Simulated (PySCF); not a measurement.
**C2H11BO2Si2: density, localisation and related maps**

```xyz
18

O     2.8785   -0.3334   -1.3688
B     2.8339   -0.1313   -0.0357
O     3.9936   -0.3741    0.6443
Si    1.1518    0.5159    0.7679
C    -0.4207   -0.1597   -0.0740
C    -1.7125    0.4146    0.5056
Si   -3.2658   -0.2953   -0.3266
H     3.7279   -0.6282   -1.7062
H     3.9924   -0.2425    1.5899
H     1.0339    1.9900    0.7710
H     1.0410    0.1761    2.2096
H    -0.4429   -1.2490    0.0102
H    -0.3758    0.0590   -1.1429
H    -1.6951    1.5010    0.4034
H    -1.7411    0.2157    1.5785
H    -3.3136   -1.7459   -0.1198
H    -3.2296   -0.0211   -1.7658
H    -4.4645    0.3146    0.2534
```

Geometry: GFN2-xTB.

Computed with PBE0/pcSseg-1, SCF density, gas phase, non-relativistic in PySCF 2.14.0.

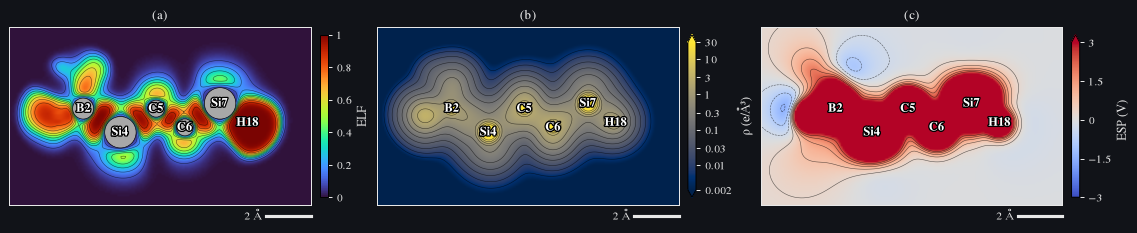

Figure 1. (a) ELF; (b) electron density; (c) electrostatic potential on the plane of atoms C6, Si7 and H18. Grey discs cover the atomic cores in the ELF map.

Q: Describe what can be read from this map.

A: Atoms in the plane: B, Si, C and H. C–C (1.53 Å): the density is about 1.6 e/Å³ at the midpoint; the ELF peaks at about 0.95 between the atoms (a shared electron pair). C–Si (1.90 Å): ρ is about 0.92 e/Å³ halfway; the ELF peaks at about 0.95 between the atoms; a shared electron pair. Si–B (1.97 Å): ρ is about 0.85 e/Å³ halfway; the ELF peaks at about 1 between the atoms: localised, covalent bonding. Si–H (1.46 Å): ρ at the midpoint is about 0.8 e/Å³; the ELF climbs to about 1 towards the hydrogen, as it does in any bond to H. The ELF also peaks beside O3, away from the bonds: lone-pair regions. Outside the dense part of the molecule the potential is most negative (−1.4 V) near O3, which lies off the plane.

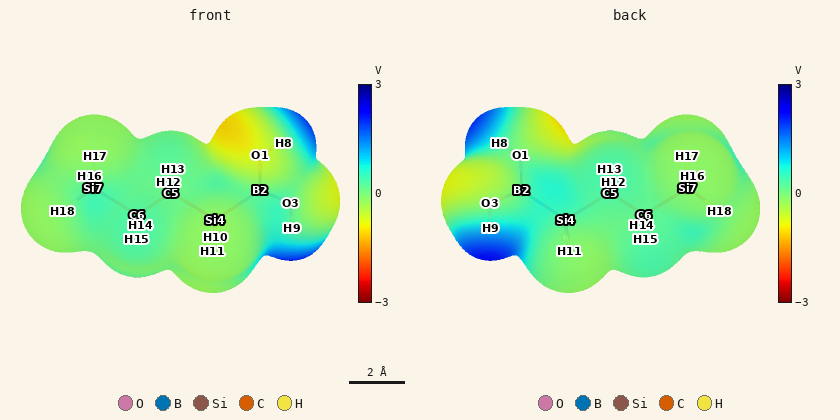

Figure 2. The molecular electrostatic potential painted on the density surface at 0.001 e/bohr³, seen from the front and from behind; red is negative and blue positive.

Q: Which sites attract a positive test charge, and which a negative one?

A: A positive charge is drawn to the negative regions and a negative charge to the positive ones. The most negative region (about −1.1 V) lies over O1, the most positive (about +2.2 V) over H9. O1 is the likeliest acceptor of a hydrogen bond.
